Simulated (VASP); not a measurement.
Input:

```xyz
2
Lattice="0.0000 2.7941 2.7941 2.7941 0.0000 2.7941 2.7941 2.7941 0.0000" Properties=species:S:1:pos:R:3 pbc="T T T"
Mo     0.0000     0.0000     0.0000
As     1.3971     1.3971     1.3971
```

Level of theory: PBEsol GGA, VASP's PBE PAW potentials (set 64) (plane waves; VASP 6.6.1). Numerical set-up: 400 eV cut-off, 13×13×13 Γ-centred mesh, tetrahedra with Blöchl corrections, potentials Mo_sv As.

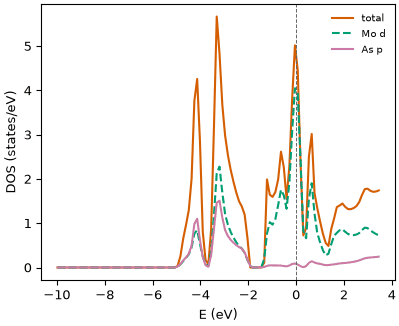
Total and projected density of states, zero at the Fermi level

Within 2 eV below the Fermi level the largest weight inside VASP's projection spheres is Mo d.

It has no gap at this level: it comes out as a metal or semimetal.

The structure was generated: MoAs was put into the zinc blende type (F-43m), which need not be its known phase. It was relaxed first, which changed the volume by -30 %. The electron count is odd and the run is not spin-polarised, which forces a metal.
